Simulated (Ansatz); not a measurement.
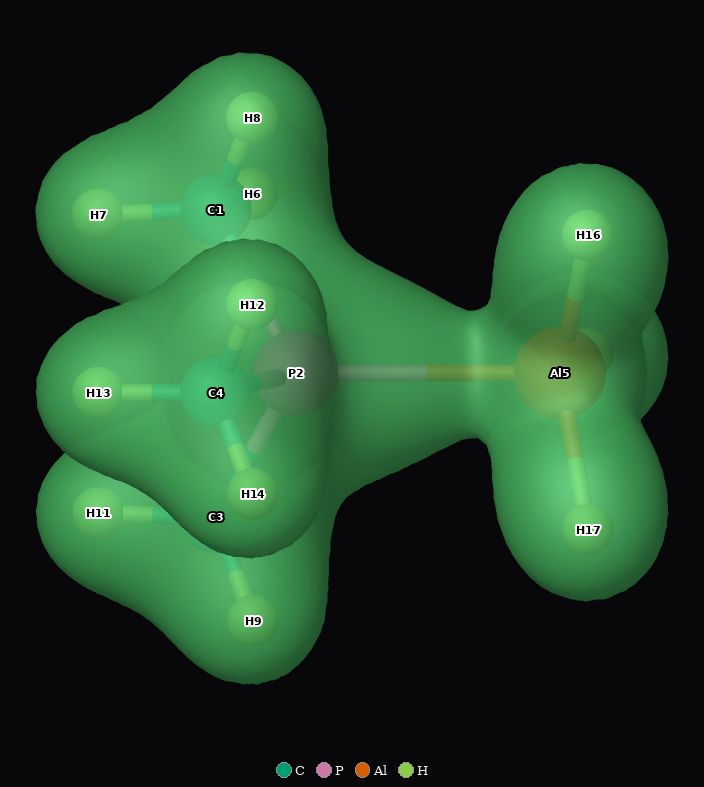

Figure 1: C3H12AlP. Isosurface of the electron density at 0.2 e/Å³ (green), seen from one side.

Geometry: PBE0-D4/def2-TZVP.

Theory: RKS PBE0-D4/def2-TZVPP (Ansatz 0.2.0).

```xyz
17

C    -0.6056    0.5186   -1.6427
P     0.0112   -0.0087   -0.0181
C     1.7750    0.4223   -0.0442
C    -0.0105   -1.8230   -0.0951
Al   -1.2201    0.9287    1.8756
H    -0.5520    1.6065   -1.7082
H    -0.0269    0.0764   -2.4567
H    -1.6519    0.2243   -1.7394
H     2.2425    0.0662    0.8753
H     1.8761    1.5083   -0.0774
H     2.2846   -0.0168   -0.9048
H    -1.0448   -2.1644   -0.1619
H     0.5519   -2.1969   -0.9536
H     0.4202   -2.2239    0.8238
H    -0.9725    2.4912    1.5969
H    -2.6795    0.3399    1.5528
H    -0.3975    0.2513    3.0777
```

> Which contacts does the surface bridge?

At this value the surface is in one piece. It bridges the sampled C–P (1.82 Å), Al–P (2.45 Å), C–H (1.09 Å) and Al–H (1.61 Å) contacts, where the density stays above the isovalue. On the grid the lowest density along these lines, outside the cores, is 1.1 e/Å³ (C–P, 1.82 Å), 0.32 e/Å³ (Al–P, 2.45 Å), 1.9 e/Å³ (C–H, 1.09 Å) and 0.51 e/Å³ (Al–H, 1.61 Å).
